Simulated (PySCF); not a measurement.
**H8NSi3 (doublet): density, localisation and related maps**

```tsv
atom	x (Å)	y (Å)	z (Å)
Si	0.7066	-1.2532	-0.5224
Si	2.0207	0.5983	0.0549
N	-1.0054	-0.8966	-0.4597
Si	-1.8559	0.2064	0.5927
H	1.0177	-1.7412	-1.9095
H	1.6847	1.8468	-0.7032
H	3.4366	0.2166	-0.2444
H	1.9098	0.8904	1.5169
H	-1.5902	-1.5369	-0.9930
H	-0.8902	1.2777	0.9789
H	-2.3749	-0.4346	1.8418
H	-3.0188	0.7986	-0.1350
```

Geometry: PBE0-D3(BJ)/def2-SVP.

Theory: PySCF 2.14.0, density-fitted response routines, UKS B3LYP, IGLO-III on N Si, pcH-1 on H, non-relativistic, mean-field spin-orbit, GIAO.

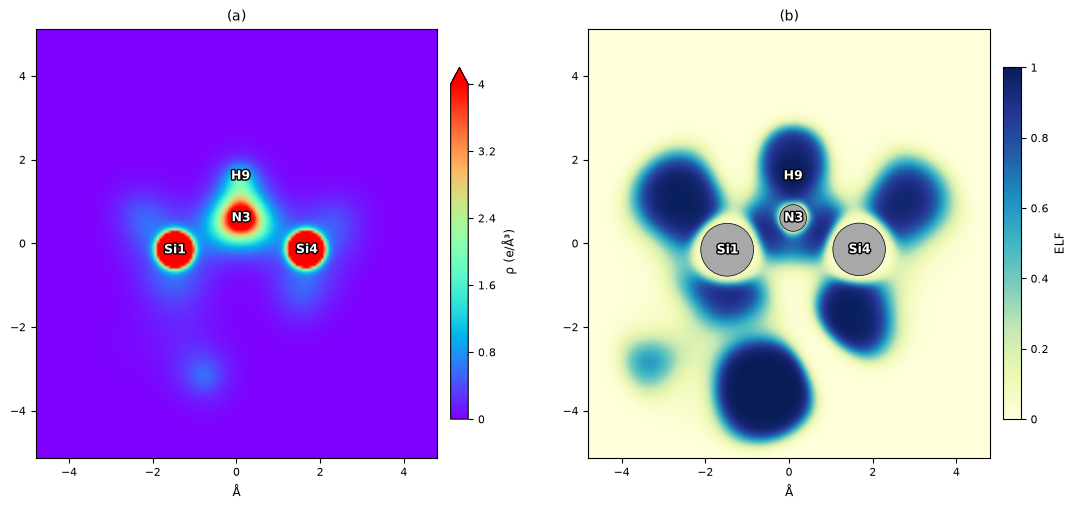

Figure 1. (a) electron density; (b) ELF on the plane of atoms Si1, N3 and Si4. Grey discs cover the atomic cores in the ELF map.

### Describe what can be read from this map.

The section cuts through Si, N and H sites. Si–N (1.75 Å): ρ at the midpoint is about 1 e/Å³; the ELF peaks at about 0.90 between the atoms (a polar covalent bond). N–H (1.02 Å): ρ at the midpoint is about 2.8 e/Å³; the ELF climbs to about 1 towards the hydrogen, as it does in any bond to H; a covalent bond by its length.

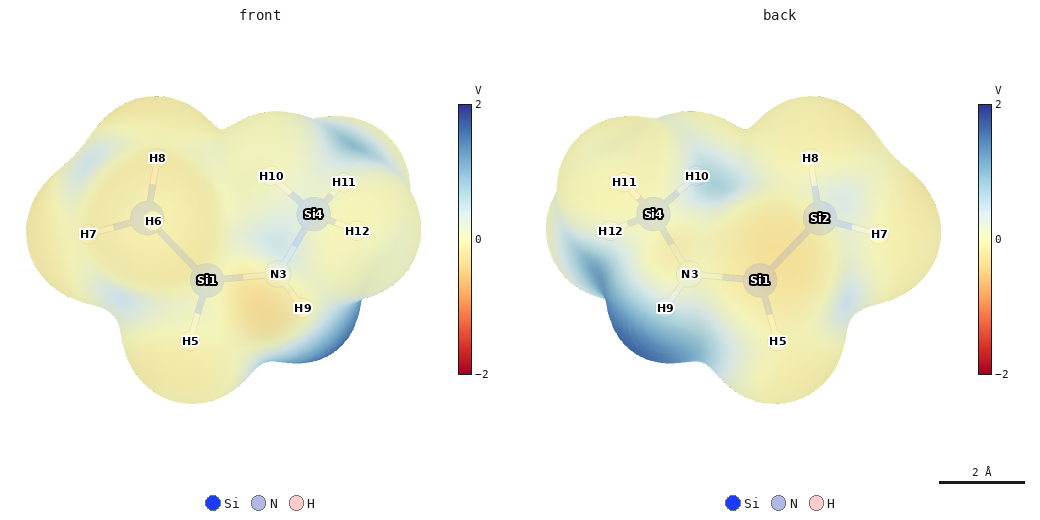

Figure 2. The electrostatic potential painted on the density surface at 0.001 e/bohr³, seen from the front and from behind; the colour scale runs from red (negative) to blue (positive).

### Which sites attract a positive test charge, and which a negative one?

A positive charge is drawn to the negative regions and a negative charge to the positive ones. The most negative region (about −0.3 V) lies over Si1 and N3, the most positive (about +1.6 V) over H9.
